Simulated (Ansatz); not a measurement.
# BF2H3SSi: the cost of one run

Program: the Python package of Ansatz 0.2.0. Level of theory: Hartree-Fock/def2-SVP. These are calculated values, not measurements.

## Step 1: Starting point

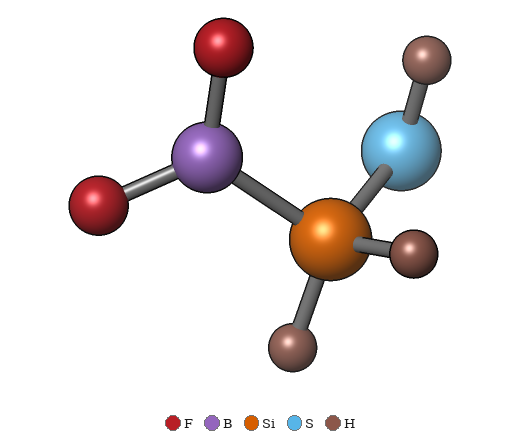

The starting structure, viewed from a chosen angle; fluorine red, boron purple, silicon orange, sulfur blue, hydrogen brown.

The script holds or builds the structure itself.

## Step 2: Script

The input, freq.py:

```python
"""Harmonic frequencies of BF2H3SSi at its relaxed geometry."""

from dataclasses import dataclass

import ansatz
from ase import Atoms
from ase.thermochemistry import IdealGasThermo
import numpy as np


@dataclass
class Options:
    basis_set: str = "def2-SVP"
    functional: str = "HF"


settings = Options()

GEOMETRY = """
F     2.50800   -0.25630    0.25530
B     1.25390    0.39950   -0.03220
F     1.19760    1.83900   -0.13250
Si   -0.35770   -0.65250   -0.27340
S    -1.81130   -0.08030    1.19860
H    -0.90150   -0.41290   -1.61830
H    -0.03870   -2.07950   -0.11900
H    -1.85040    1.24310    0.72140
"""

system = ansatz.Crystal.molecule()
for line in GEOMETRY.strip().splitlines():
    symbol, *xyz = line.split()
    system = system.atom(symbol, [float(v) for v in xyz])

calc = (
    system.calculation()
    .basis(gaussian=settings.basis_set)
    .functional(settings.functional)
)
symbols = [site.symbol for site in system.cartesian_sites]
start = np.array([site.position_ang for site in system.cartesian_sites], dtype=float)
r = calc.relax(force_tolerance=0.003).run(threads=1, pin="off").report
end = np.array(r["positions_ang"])

print("final positions (A) and the move of each atom")
for symbol, xyz, old in zip(symbols, end, start):
    print(f"{symbol:2s} {xyz[0]:10.5f} {xyz[1]:10.5f} {xyz[2]:10.5f}   {np.linalg.norm(xyz - old):7.4f}")

# same settings at the minimum
minimum = ansatz.Crystal.molecule()
for symbol, place in zip(symbols, end):
    minimum = minimum.atom(symbol, place.tolist())
vibrating = (
    minimum.calculation()
    .basis(gaussian=settings.basis_set)
    .functional(settings.functional)
    .phonons(temperatures=(100, 500, 100))
)
vib = vibrating.run(threads=1, pin="off").report["vibrations"]
sums = vib["harmonic_sums"]
modes = [m["omega_inv_cm"] for m in sums["modes_at_gamma"] if m["rigid_motion"] == "no"]
for number, w in enumerate(modes, start=1):
    print(f"mode {number:2d} {w:9.1f} 1/cm {w / 8065.544 * 1000:8.2f} meV")
print("imaginary modes:", sum(w < 0 for w in modes), " zero-point energy:", round(sums["zero_point_energy_ev"], 4), "eV")
# rigid rotor and ideal gas, symmetry number taken as one
gas = IdealGasThermo(vib_energies=[w / 8065.544 for w in modes if w > 0], geometry="linear" if len(modes) == 3 * len(symbols) - 5 else "nonlinear",
                     atoms=Atoms(symbols, positions=end), symmetrynumber=1, spin=0.0)
print(f"H(298 K) - E = {gas.get_enthalpy(298.15, verbose=False):.4f} eV")
print(f"S(298 K, 1 bar) = {96485.33 * gas.get_entropy(298.15, 1e5, verbose=False):.1f} J/(mol K) with symmetry number 1")
```

## Step 3: The calls as engine input

The engine receives this input (first run):

```yaml
crystal:
  periodic: [false, false, false]
  atoms:
    - { symbol: F, position_ang: [2.508, -0.2563, 0.2553] }
    - { symbol: B, position_ang: [1.2539, 0.3995, -0.0322] }
    - { symbol: F, position_ang: [1.1976, 1.839, -0.1325] }
    - { symbol: Si, position_ang: [-0.3577, -0.6525, -0.2734] }
    - { symbol: S, position_ang: [-1.8113, -0.0803, 1.1986] }
    - { symbol: H, position_ang: [-0.9015, -0.4129, -1.6183] }
    - { symbol: H, position_ang: [-0.0387, -2.0795, -0.119] }
    - { symbol: H, position_ang: [-1.8504, 1.2431, 0.7214] }
basis:
  gaussian:
    orbitals: def2-SVP
hamiltonian:
  xc: hf
relax:
  f_tol: 0.003
```

## Step 4: Launch

Command:

```
> python freq.py
```

What time and memory should one allow on 1 thread of Arm Neoverse V2, shared host?

About 100 s, with a peak of 0.3 GiB.
